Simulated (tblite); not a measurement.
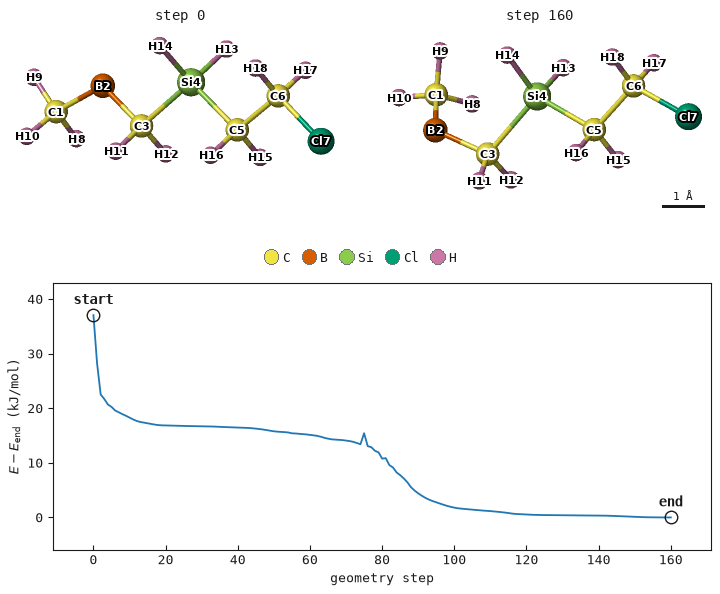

First and last geometry of a relaxation of C$_{4}$H$_{11}$BClSi (multiplicity 2), with the history of the run. The picture is a ball-and-stick view, seen from a free direction.

Method: GFN2-xTB geometry optimisation, gas phase (tblite). 

What do the curves and the structures tell?

It converged. The atom that moves furthest after the best rigid fit is H9 (1.59 Å). By element the largest moves are H 1.59 Å, B 1.34 Å, C 0.82 Å, Cl 0.69 Å, Si 0.49 Å. Near-neighbour distances that change, for instance: C1–B2 1.602 → 1.561 Å, B2–C3 1.582 → 1.547 Å, C3–Si4 1.881 → 1.911 Å, C6–H17 1.117 → 1.089 Å. Among the angles between lasting bonds that change: B2–C1–H10 108.9° → 115.4°, C1–B2–C3 119.7° → 124.9°, B2–C3–H11 109.9° → 115.0°. Groups turn about B2–C3 by about 115°, C1–B2 by about 90°. Over 160 geometry steps the energy falls by 37.1 kJ/mol. Cost: 1 s on 1 thread of Arm Neoverse V2 (shared host).

```csv
step,"E − E(0), kJ/mol"
0,0.00
1,-8.81
2,-14.53
3,-15.36
4,-16.37
5,-16.81
6,-17.46
7,-17.81
8,-18.13
9,-18.43
10,-18.78
18,-20.15
26,-20.31
34,-20.44
42,-20.63
49,-21.18
57,-21.73
65,-22.63
73,-23.42
81,-26.20
89,-32.14
97,-34.74
105,-35.64
113,-36.09
121,-36.55
128,-36.64
136,-36.69
144,-36.78
152,-37.01
160,-37.06
```
